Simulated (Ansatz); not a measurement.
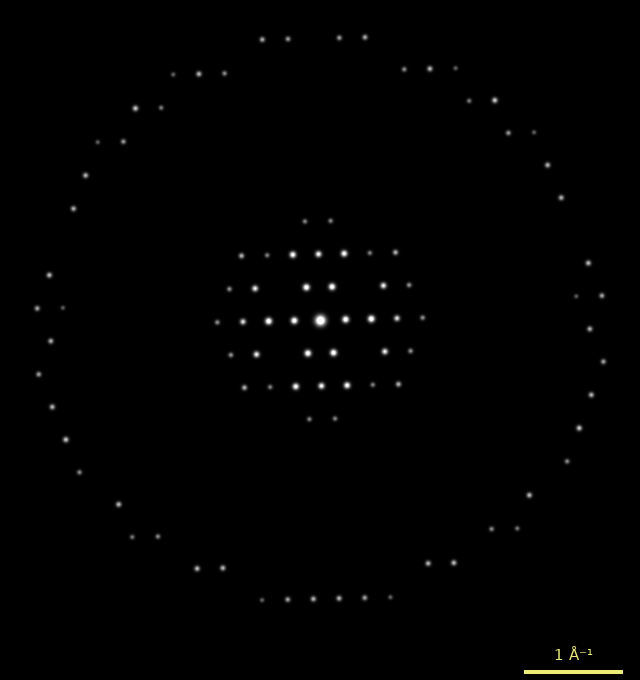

Wide-angle electron diffraction pattern, simulated kinematically at 80 kV (λ = 0.0418 Å, B = 0.2 Å², logarithmic intensity scale). The centre holds the zero-order Laue zone; the ring outside it is the first higher-order Laue zone that is excited.

Crystal: TiO₃, space group P6_3/mmc (No. 194), a = 4.376 Å, c = 3.998 Å (hexagonal axes), zone axis [101]. Structure: coordinates from a relaxation with DFT PBE, scalar-relativistic, plane waves, PAW in Ansatz 0.2.0; the starting structure was generated, so it need not be a known form of this composition.

### What radius does the first ring have, and which layer is it?

The repeat along [101] is 5.928 Å. The first occupied layer is hu + kv + lw = 1, H = 1/5.928 = 0.1687 Å⁻¹ above the zero layer, and the ring has radius G ≈ (2H/λ)^½ = 2.84 Å⁻¹.

### What symmetry do the zero layer and the whole pattern have?

Zero layer: 2mm. With the outer ring, and with Friedel's law holding in this kinematic picture: m.
